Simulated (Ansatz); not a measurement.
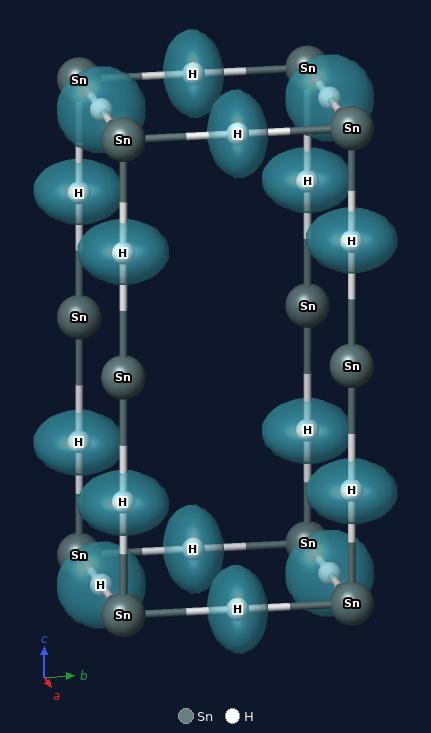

*SnH₂. Isosurface of the ELF at 0.9 (cyan), seen slightly off an axis. Core shells and regions of very low density are left out. Sticks mark near contacts.*

Space group P4/mmm; a structure generated by program, which may or may not match a known phase.

These are results of Ansatz 0.2.0, DFT PBE, scalar-relativistic, plane waves, PAW, not measurements.

```cif
data_structure
_symmetry_space_group_name_H-M 'P 1'
_symmetry_Int_Tables_number 1
_cell_length_a 3.7594
_cell_length_b 3.7594
_cell_length_c 7.9644
_cell_angle_alpha 90.000
_cell_angle_beta 90.000
_cell_angle_gamma 90.000
_cell_volume 112.56
loop_
_atom_site_label
_atom_site_type_symbol
_atom_site_fract_x
_atom_site_fract_y
_atom_site_fract_z
_atom_site_occupancy
Sn1 Sn 0.00000 0.00000 0.00000 1
Sn2 Sn 0.00000 0.00000 0.50000 1
H1 H 0.50000 0.00000 0.00000 1
H2 H 0.00000 0.50000 0.00000 1
H3 H 0.00000 0.00000 0.23826 1
H4 H 0.00000 0.00000 0.76174 1
```

### Identify the bonds, lone pairs and shells in this picture.

The surface consists of four regions around hydrogen nuclei, counted in one cell of 6 atoms. Regions shared between cells count once.

Values along the shortest contacts:
Sn–H (1.88 Å): the ELF climbs to about 1 towards the hydrogen. Sn–H (2.08 Å): the ELF climbs to about 1 towards the hydrogen.
